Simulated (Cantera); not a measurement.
Charge: 1 mol SiH₂Cl₂, a varied amount of NO, held at 998.15 K and 0.0133 bar.

These are equilibrium values from Cantera (NASA tables, ideal gas, pure condensed phases), not measurements of a reactor. Candidate condensed phases: H₂O, NH₄Cl, Si, SiO₂, Si₂N₂O, Si₃N₄; 47 gas species. The tables' values for SiCl₃ are old estimates; treat these amounts as uncertain. Rates play no part.

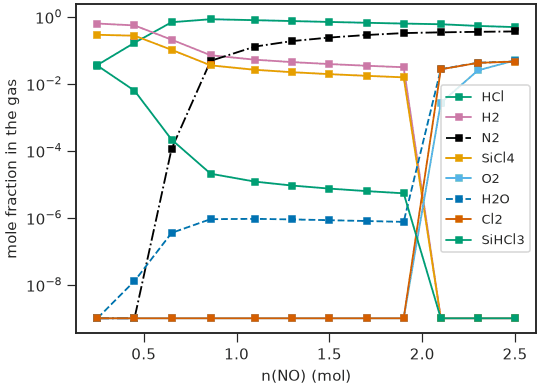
Figure: Equilibrium gas composition (values under 1e-9 drawn at 1e-9)

At 0.25 mol NO the condensed part is Si(s) + SiO₂(β-quartz) + Si₂N₂O(s). From 0.45 mol NO to 1.9 mol NO the condensed part is SiO₂(β-quartz) + Si₂N₂O(s). From 2.1 mol NO to 2.5 mol NO the condensed part is SiO₂(β-quartz).
